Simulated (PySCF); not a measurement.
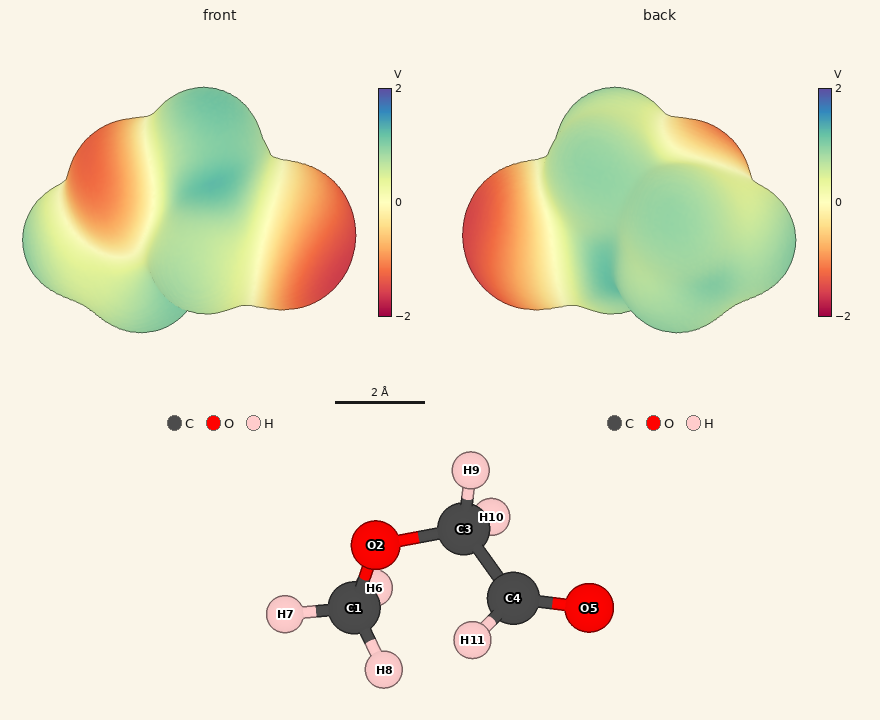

*C3H6O2. The electrostatic potential painted on the density surface at 0.002 e/bohr³, seen from the front and from behind; red is negative and blue positive. The bare structure is drawn below in the same view.*

Geometry: GFN2-xTB, NEB image 0 of 0 to 8.

Method: PBE0/pcSseg-1, SCF density, gas phase, non-relativistic in PySCF.

```yaml
atoms:
  - { symbol: C, position_ang: [-1.4848, 0.3746, 0.0571] }
  - { symbol: O, position_ang: [-0.6212, -0.1736, 1.0262] }
  - { symbol: C, position_ang: [0.7337, 0.0977, 0.7813] }
  - { symbol: C, position_ang: [1.3185, -0.7276, -0.3414] }
  - { symbol: O, position_ang: [2.3398, -0.4813, -0.9155] }
  - { symbol: H, position_ang: [-1.3918, 1.4668, 0.0225] }
  - { symbol: H, position_ang: [-2.4940, 0.1060, 0.3611] }
  - { symbol: H, position_ang: [-1.2846, -0.0277, -0.9423] }
  - { symbol: H, position_ang: [1.2709, -0.1759, 1.6974] }
  - { symbol: H, position_ang: [0.9061, 1.1678, 0.5910] }
  - { symbol: H, position_ang: [0.7128, -1.6241, -0.5785] }
```

Which sites attract a positive test charge, and which a negative one?

A positive charge is drawn to the negative regions and a negative charge to the positive ones. The most negative region (about −1.5 V, or −35 kcal/mol for a unit charge) lies over O5, the most positive (about +1.2 V, or +28 kcal/mol for a unit charge) over the π face of C4. O5 is the likeliest acceptor of a hydrogen bond.

What dipole moment does the calculation give?

Its dipole moment is 2.07 D.
